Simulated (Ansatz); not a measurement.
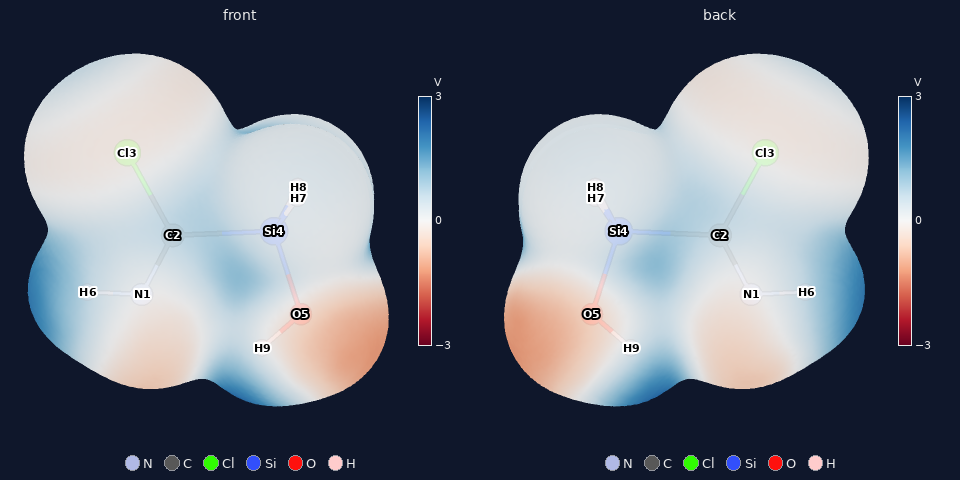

The picture shows: CH$_{4}$ClNOSi (SMILES N=C(Cl)[SiH2]O). The molecular electrostatic potential painted on the density surface at 0.002 e/bohr³, seen from the front and from behind; the colour scale runs from red (negative) to blue (positive).

Geometry: PBE0-D4/def2-TZVP.

Theory: Ansatz, RKS PBE0-D4/def2-TZVPP.

Input

```
crystal:
  periodic: [false, false, false]
  atoms:
    - {symbol: N, position_ang: [-1.007744, 0.269949, 1.263262]}
    - {symbol: C, position_ang: [0.059083, 0.565362, 0.679223]}
    - {symbol: Cl, position_ang: [1.180836, 1.806884, 1.248742]}
    - {symbol: Si, position_ang: [0.545684, -0.342082, -0.912297]}
    - {symbol: O, position_ang: [-0.657766, -1.412439, -1.191397]}
    - {symbol: H, position_ang: [-1.196573, 0.803632, 2.111808]}
    - {symbol: H, position_ang: [1.848867, -1.011412, -0.689714]}
    - {symbol: H, position_ang: [0.670092, 0.655656, -2.000808]}
    - {symbol: H, position_ang: [-1.353979, -1.381850, -0.525918]}
basis:
  gaussian: {orbitals: def2-TZVPP}
hamiltonian: {xc: pbe0, dispersion: d4}
output: {orbitals: {seedname: orbitals}}
```

Command:

```sh
ansatz run in.yaml --threads 4 --pin off --events-out ev --progress --plain --max-ram 10444MiB
```

Question: Describe the electrostatic potential map.

Answer: The most negative region (about −1.2 V, or −28 kcal/mol for a unit charge) lies over O5, the most positive (about +2.1 V, or +48 kcal/mol for a unit charge) over H6 and H9. Cl3 shows a σ-hole: about +0.6 V, or +14 kcal/mol for a unit charge at the tip opposite its bond, against about −0.1 V on its flanks. O5 is the likeliest acceptor of a hydrogen bond.
